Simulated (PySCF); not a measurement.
C$_{7}$H$_{9}$OPS (SMILES COc1scpc1C1CC1)

The calculation's input:

```
{"job": {"kind": "nmr", "xc": "PBE0", "basis": "pcSseg-1"}, "charge": 0, "multiplicity": 1}
C      2.632619    -1.803349     0.053328
O      1.295192    -1.367415     0.042648
C      1.078503    -0.034961    -0.027665
S      2.407962     1.080555    -0.114957
C      1.409052     2.475557    -0.173819
P     -0.277184     2.274359    -0.133265
C     -0.177992     0.502053    -0.034453
C     -1.379578    -0.353086     0.042294
C     -2.624477     0.056728    -0.694625
C     -2.583778     0.142007     0.794670
H      2.594912    -2.888682     0.122311
H      3.152531    -1.509627    -0.864784
H      3.174658    -1.397309     0.914013
H      1.918037     3.420363    -0.234663
H     -1.150061    -1.409821     0.095589
H     -3.223380    -0.714451    -1.155024
H     -2.586173     0.981059    -1.253633
H     -2.516595     1.124047     1.241581
H     -3.154052    -0.568776     1.372992
```

Launched as:

```sh
OMP_NUM_THREADS=1 python probes_run.py task.json out
```

Geometry: GFN2-xTB.

Method: PySCF, PBE0/pcSseg-1, SCF density, gas phase, non-relativistic.

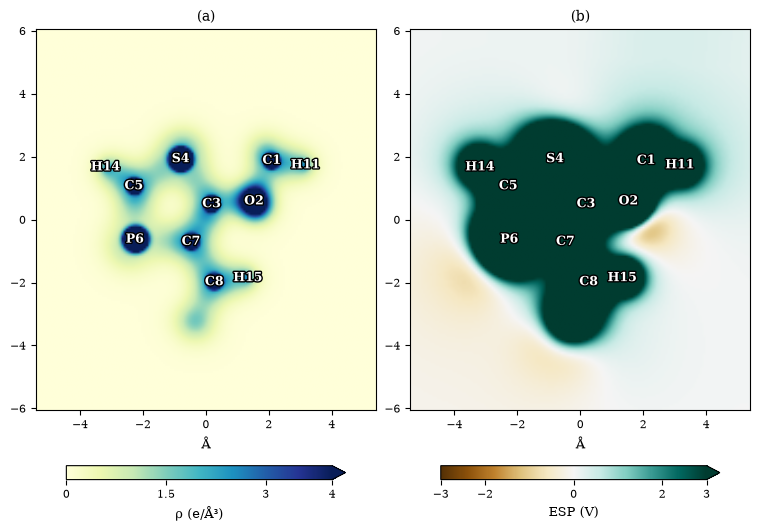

Figure 1. (a) total electron density; (b) molecular electrostatic potential on the plane of atoms S4, C5 and H14.

Describe what can be read from this map.

Answer. The plane passes through C, O, S, P and H nuclei.
C–O (1.35 Å): ρ at the midpoint is about 2.3 e/Å³, with its minimum of 2 e/Å³ about 0.5 Å from C.
C–C (1.37 Å): the density is about 2.1 e/Å³ at the midpoint.
C–P (1.70 Å): ρ is about 1.3 e/Å³ halfway.
C–S (1.72 Å): ρ is about 1.4 e/Å³ halfway.
C–H (1.07 Å): the density is about 2 e/Å³ at the midpoint.
Outside the dense part of the molecule the potential is most negative (−1.1 V) near O2.

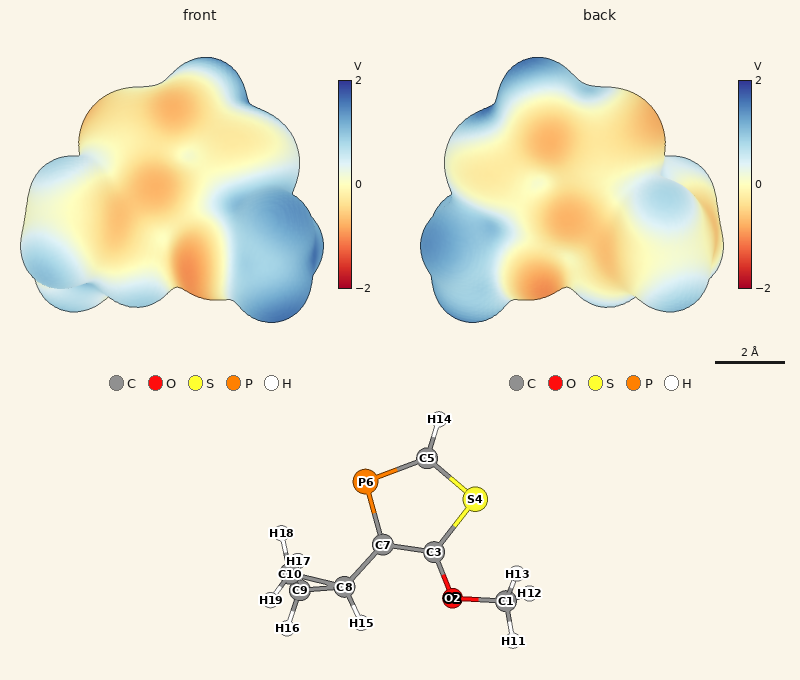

Figure 2. The molecular electrostatic potential painted on the density surface at 0.004 e/bohr³, seen from the front and from behind; red is negative and blue positive. The bare structure is drawn below in the same view.

Where is the surface potential most negative and most positive?

Answer. The most negative region (about −0.9 V) lies over O2, the most positive (about +1.5 V) over C1, S4, H11 and H14.
